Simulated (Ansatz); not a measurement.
**Run report: C2H2O2SSe, geometry relaxation (part 1 of 2)**

The run: geometry relaxation of C2H2O2SSe, SMILES O=C[Se]C(=O)S. Method and program: RKS BHLYP/def2-SVP (Ansatz 0.2.0).

It belongs to a series of runs on one base structure; here: end point A relaxed. Figures and captions count atoms from 1; the log counts them from 0 in places.

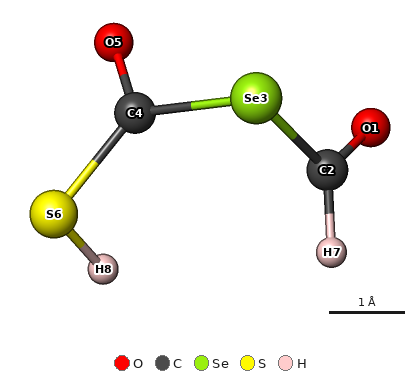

Fig. 1: The starting structure (ball-and-stick view, seen on its broad side; atoms are numbered from 1 in the order of the input).

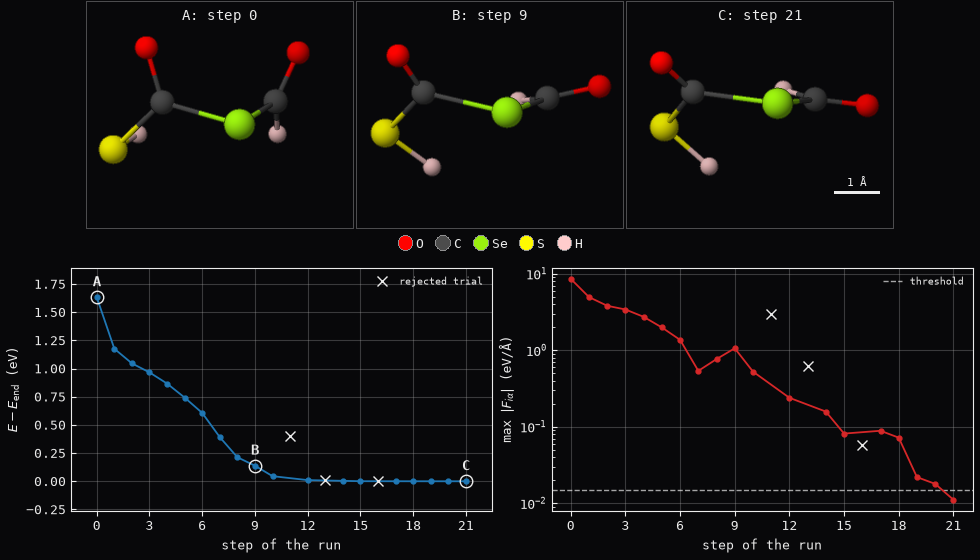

Fig. 2: Frames of the relaxation (ball-and-stick view, seen at a tilt) above the curves, on which the letters mark them (the first geometry is step 0 here and step 1 in the log).

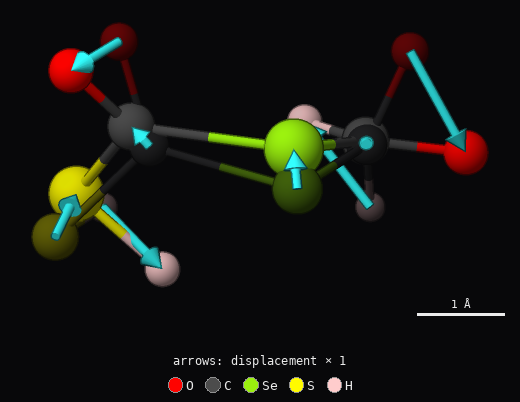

Fig. 3: Start (faint) and end (solid) with the displacements as teal arrows, at true length (ball-and-stick view, seen at a tilt). The two geometries are laid on each other by the best rigid fit. The energy falls by 1.632 eV in 21 geometry steps. The largest force component goes from 8.6 to 0.011 eV/Å. The line search rejected the trial steps at points 11, 13, 16 (counted from 0) and went back. O1 moves most after the best rigid fit: 1.35 Å. Largest moves by element: O 1.35 Å, H 1.25 Å, S 0.78 Å, Se 0.48 Å, C 0.32 Å. Among the contacts that change: C4–O5 1.289 → 1.178 Å, Se3–C4 1.889 → 1.962 Å, S6–H8 1.399 → 1.339 Å, C4–S6 1.752 → 1.787 Å. Among the angles that change: C2–Se3–C4 91.4° → 100.4°, Se3–C2–H7 119.9° → 114.0°, O1–C2–H7 118.5° → 124.4°. (Atoms are counted from 1 in the order of the input.)

The input that produced these results follows, with the program's output.

### The input
```yaml
crystal:
  periodic: [false, false, false]
  atoms:
    - { symbol: O, position_ang: [-0.751, -2.2646, -0.2617] }
    - { symbol: C, position_ang: [0.2056, -1.5372, -0.2824] }
    - { symbol: Se, position_ang: [0.382, -0.1413, -1.6009] }
    - { symbol: C, position_ang: [-0.3178, 1.1411, -0.4028] }
    - { symbol: O, position_ang: [-1.5953, 1.3061, -0.4457] }
    - { symbol: S, position_ang: [0.6251, 2.0667, 0.748] }
    - { symbol: H, position_ang: [1.0175, -1.7088, 0.4532] }
    - { symbol: H, position_ang: [0.5259, 1.081, 1.7365] }
basis:
  gaussian: { orbitals: def2-SVP }
hamiltonian:
  xc: { name: BHLYP }
relax:
  f_tol: 0.015
  max_steps: 40
```

Launch command:
```bash
ansatz run input.yaml --threads 2 --pin off --max-ram 3072MiB --backend cpu --events-out ev --progress --plain --runs-dir out
```

### What the program printed
```
The last accepted step is kept in [file] (removed where the run ends without a failure and the disk answers)
Engine: ansatz 0.2.0, x86_64-unknown-linux-gnu
Functional definition: BHLYP
  parameter a = 0.5
  exchange = (1 - a)*b88_x + a*exact_x
  correlation = lyp_c
1226 factors; integrals over basis functions are off by at most 2.9e-4 eV
mean field evaluation 1: about -82356.5101 eV, gradient 5.6e1 eV
mean field evaluation 2: about -82339.9118 eV, gradient 1.1e2 eV
mean field evaluation 4: about -82362.8503 eV, gradient 5.5e0 eV
mean field evaluation 8: about -82362.9875 eV, gradient 6.4e-1 eV
mean field evaluation 16: about -82362.9890 eV, gradient 5.7e-4 eV
mean field -82362.98901572 eV, -3026.7840186886 hartree, gradient 6.3e-5 eV, S^2 0.000000; 0 other end points of the search recorded, 0 dependent functions left out
the calculation of the forces begins
reference -82362.98915400 eV, -3026.7840237702 hartree; 40, 40 occupied and 76, 76 virtual orbitals, 1226 factors
relax step   1: F+E_penalty+E_count = -82362.98901572 eV  Δ(F+E_penalty+E_count) = +0.000e0 eV  max|allowed force component| = 8.578e0 eV/Å  Δτ_max = 0.0000 Å  (34 SCF iters, accepted)
these checks for a lower state are left out or cut short: starts, cluster_reference, orbital_swaps, neighbouring_geometries, increment
1226 factors; integrals over basis functions are off by at most 2.9e-4 eV
mean field -82363.44551822 eV, -3026.8007948462 hartree, gradient 1.7e-5 eV, S^2 0.000000; 0 other end points of the search recorded, 0 dependent functions left out
[... from here on the field's lines of each further geometry are left out, up to the last ...]
relax step   2: F+E_penalty+E_count = -82363.44551822 eV  Δ(F+E_penalty+E_count) = -4.565e-1 eV  max|allowed force component| = 4.957e0 eV/Å  Δτ_max = 0.1939 Å  (44 SCF iters, accepted)
relax step   3: F+E_penalty+E_count = -82363.57528361 eV  Δ(F+E_penalty+E_count) = -1.298e-1 eV  max|allowed force component| = 3.818e0 eV/Å  Δτ_max = 0.1534 Å  (38 SCF iters, accepted)
relax step   4: F+E_penalty+E_count = -82363.65549763 eV  Δ(F+E_penalty+E_count) = -8.021e-2 eV  max|allowed force component| = 3.412e0 eV/Å  Δτ_max = 0.1560 Å  (38 SCF iters, accepted)
relax step   5: F+E_penalty+E_count = -82363.75456574 eV  Δ(F+E_penalty+E_count) = -9.907e-2 eV  max|allowed force component| = 2.736e0 eV/Å  Δτ_max = 0.0850 Å  (36 SCF iters, accepted)
relax step   6: F+E_penalty+E_count = -82363.87904920 eV  Δ(F+E_penalty+E_count) = -1.245e-1 eV  max|allowed force component| = 1.987e0 eV/Å  Δτ_max = 0.1298 Å  (36 SCF iters, accepted)
relax step   7: F+E_penalty+E_count = -82364.01520869 eV  Δ(F+E_penalty+E_count) = -1.362e-1 eV  max|allowed force component| = 1.366e0 eV/Å  Δτ_max = 0.1959 Å  (37 SCF iters, accepted)
relax step   8: F+E_penalty+E_count = -82364.22994495 eV  Δ(F+E_penalty+E_count) = -2.147e-1 eV  max|allowed force component| = 5.376e-1 eV/Å  Δτ_max = 0.1993 Å  (42 SCF iters, accepted)
relax step   9: F+E_penalty+E_count = -82364.40863333 eV  Δ(F+E_penalty+E_count) = -1.787e-1 eV  max|allowed force component| = 7.664e-1 eV/Å  Δτ_max = 0.2000 Å  (41 SCF iters, accepted)
relax step  10: F+E_penalty+E_count = -82364.48315444 eV  Δ(F+E_penalty+E_count) = -7.452e-2 eV  max|allowed force component| = 1.062e0 eV/Å  Δτ_max = 0.1993 Å  (36 SCF iters, accepted)
relax step  11: F+E_penalty+E_count = -82364.57608674 eV  Δ(F+E_penalty+E_count) = -9.293e-2 eV  max|allowed force component| = 5.260e-1 eV/Å  Δτ_max = 0.2000 Å  (40 SCF iters, accepted)
relax step  12: F+E_penalty+E_count = -82364.21552964 eV  Δ(F+E_penalty+E_count) = +3.606e-1 eV  max|allowed force component| = 2.976e0 eV/Å  Δτ_max = 0.1918 Å  (42 SCF iters, rejected (line search))
relax step  13: F+E_penalty+E_count = -82364.61098146 eV  Δ(F+E_penalty+E_count) = -3.489e-2 eV  max|allowed force component| = 2.389e-1 eV/Å  Δτ_max = 0.0959 Å  (36 SCF iters, accepted)
relax step  14: F+E_penalty+E_count = -82364.61019204 eV  Δ(F+E_penalty+E_count) = +7.894e-4 eV  max|allowed force component| = 6.221e-1 eV/Å  Δτ_max = 0.0996 Å  (36 SCF iters, rejected (line search))
relax step  15: F+E_penalty+E_count = -82364.61737283 eV  Δ(F+E_penalty+E_count) = -6.391e-3 eV  max|allowed force component| = 1.578e-1 eV/Å  Δτ_max = 0.0497 Å  (37 SCF iters, accepted)
relax step  16: F+E_penalty+E_count = -82364.62073899 eV  Δ(F+E_penalty+E_count) = -3.366e-3 eV  max|allowed force component| = 8.137e-2 eV/Å  Δτ_max = 0.0500 Å  (36 SCF iters, accepted)
relax step  17: F+E_penalty+E_count = -82364.62070707 eV  Δ(F+E_penalty+E_count) = +3.192e-5 eV  max|allowed force component| = 5.701e-2 eV/Å  Δτ_max = 0.0472 Å  (36 SCF iters, rejected (line search))
relax step  18: F+E_penalty+E_count = -82364.62102177 eV  Δ(F+E_penalty+E_count) = -2.828e-4 eV  max|allowed force component| = 8.858e-2 eV/Å  Δτ_max = 0.0229 Å  (36 SCF iters, accepted)
relax step  19: F+E_penalty+E_count = -82364.62121200 eV  Δ(F+E_penalty+E_count) = -1.902e-4 eV  max|allowed force component| = 7.197e-2 eV/Å  Δτ_max = 0.0088 Å  (37 SCF iters, accepted)
relax step  20: F+E_penalty+E_count = -82364.62134813 eV  Δ(F+E_penalty+E_count) = -1.361e-4 eV  max|allowed force component| = 2.194e-2 eV/Å  Δτ_max = 0.0079 Å  (31 SCF iters, accepted)
relax step  21: F+E_penalty+E_count = -82364.62137770 eV  Δ(F+E_penalty+E_count) = -2.957e-5 eV  max|allowed force component| = 1.791e-2 eV/Å  Δτ_max = 0.0055 Å  (31 SCF iters, accepted)
the calculation of the forces begins
reference -82364.62152626 eV, -3026.8440123445 hartree; 40, 40 occupied and 76, 76 virtual orbitals, 1226 factors
relax step  22: F+E_penalty+E_count = -82364.62139298 eV  Δ(F+E_penalty+E_count) = -1.528e-5 eV  max|allowed force component| = 1.112e-2 eV/Å  Δτ_max = 0.0015 Å  (25 SCF iters, accepted)
1226 factors; integrals over basis functions are off by at most 5.8e-4 eV
mean field -82364.62139298 eV, -3026.8440074465 hartree, gradient 7.6e-5 eV, S^2 0.000000; 1 other end points of the search recorded, 0 dependent functions left out
the calculation of the forces begins
reference -82364.62152626 eV, -3026.8440123445 hartree; 40, 40 occupied and 76, 76 virtual orbitals, 1226 factors
Total energy: -82364.62152626 eV, -3026.8440123445 hartree
Atom 0 at     0.441297    -2.691017    -0.409776 Å, force    -0.001303     0.008851    -0.005834 eV/Å
Atom 1 at     0.133304    -1.589049    -0.125041 Å, force    -0.000343    -0.011123     0.008503 eV/Å
Atom 2 at    -0.140596    -0.228835    -1.479956 Å, force     0.002469     0.001814     0.007047 eV/Å
Atom 3 at    -0.567446     1.316302    -0.348546 Å, force    -0.007337    -0.006073    -0.002968 eV/Å
Atom 4 at    -1.394784     2.080996    -0.693131 Å, force     0.004999    -0.001062     0.000331 eV/Å
Atom 5 at     0.328296     1.562548     1.177952 Å, force     0.000114     0.000657     0.000574 eV/Å
Atom 6 at    -0.051277    -1.238101     0.907394 Å, force    -0.001154     0.006404    -0.006266 eV/Å
Atom 7 at     1.343206     0.730156     0.915305 Å, force     0.002555     0.000532    -0.001388 eV/Å
Dipole moment:     0.308246     0.034468     0.305588 e Å
```

### Trajectory as extended XYZ (Å, eV, eV/Å), 22 frames, from step=1 to step=22
```
8
Properties=species:S:1:pos:R:3:forces:R:3 step=1 energy=-82362.98902
O    -0.7510   -2.2646   -0.2617    1.5917   1.2901  -0.1884
C     0.2056   -1.5372   -0.2824   -1.8915  -2.4154   0.7873
Se    0.3820   -0.1413   -1.6009    0.9251  -0.2206  -1.1099
C    -0.3178    1.1411   -0.4028   -8.5775   1.0266  -0.0378
O    -1.5953    1.3061   -0.4457    6.9532  -0.6542   0.1907
S     0.6251    2.0667    0.7480    0.7361  -0.4646   1.5280
H     1.0175   -1.7088    0.4532    0.1446   0.4772  -0.2297
H     0.5259    1.0810    1.7365    0.1182   0.9610  -0.9403
8
Properties=species:S:1:pos:R:3:forces:R:3 step=2 energy=-82363.44552
O    -0.6768   -2.4064   -0.3057    0.7667   0.4111  -0.3458
C     0.2124   -1.6234   -0.3166   -0.5753  -0.7354   1.2118
Se    0.3317   -0.1532   -1.5994    0.1787  -0.4938  -0.4230
C    -0.4093    1.0945   -0.3220   -4.9565   2.6311  -1.5265
O    -1.5683    1.4882   -0.5067    4.2042  -1.7903   0.8318
S     0.6571    2.0373    0.7472    0.3326  -0.4882   1.1029
H     0.9886   -1.6160    0.4960   -0.1725   0.0645  -0.5617
H     0.5566    1.1220    1.7515    0.2222   0.4010  -0.2895
8
Properties=species:S:1:pos:R:3:forces:R:3 step=3 energy=-82363.57528
O    -0.6060   -2.5299   -0.3628    1.0685   1.2167  -0.0882
C     0.1835   -1.6417   -0.2899   -0.2797  -1.3051   0.5928
Se    0.2983   -0.1583   -1.5944   -0.2314  -0.5585   0.1405
C    -0.4428    1.1296   -0.3229   -3.8179   2.6454  -1.3771
O    -1.5687    1.5725   -0.5206    3.6046  -1.8449   0.7434
S     0.6703    2.0419    0.7629    0.0898  -0.3337   0.5457
H     0.9676   -1.5980    0.5268   -0.6117   0.1250  -0.5555
H     0.5897    1.1269    1.7453    0.1777   0.0551  -0.0016
8
Properties=species:S:1:pos:R:3:forces:R:3 step=4 energy=-82363.65550
O    -0.5568   -2.5978   -0.3907    2.4073   2.8343   0.1022
C     0.1847   -1.6435   -0.2821   -1.5843  -2.1580   0.5763
Se    0.2891   -0.1614   -1.6204   -0.2375  -0.5046   0.3305
C    -0.4428    1.1965   -0.3814   -3.3095   1.4553  -0.0136
O    -1.5902    1.5749   -0.4999    3.4120  -1.2226   0.0843
S     0.6585    2.0413    0.8114   -0.0409  -0.1475  -0.0953
H     0.8822   -1.4997    0.6127   -0.7217  -0.1413  -0.9215
H     0.6673    1.0327    1.6948    0.0746  -0.1156  -0.0629
8
Properties=species:S:1:pos:R:3:forces:R:3 step=5 energy=-82363.75457
O    -0.4901   -2.6340   -0.4289    1.6342   2.4550   0.2704
C     0.1583   -1.6320   -0.2640   -0.6621  -2.0016   0.2758
Se    0.2682   -0.1605   -1.6019   -0.2829  -0.5462   0.3454
C    -0.4567    1.1976   -0.3684   -2.6482   1.4941  -0.2000
O    -1.5848    1.5993   -0.5117    2.7360  -1.0810   0.1674
S     0.6578    2.0368    0.8095   -0.1044  -0.0994  -0.0271
H     0.8327   -1.4728    0.6455   -0.8062  -0.0583  -0.8254
H     0.7066    1.0087    1.6642    0.1336  -0.1627  -0.0065
```
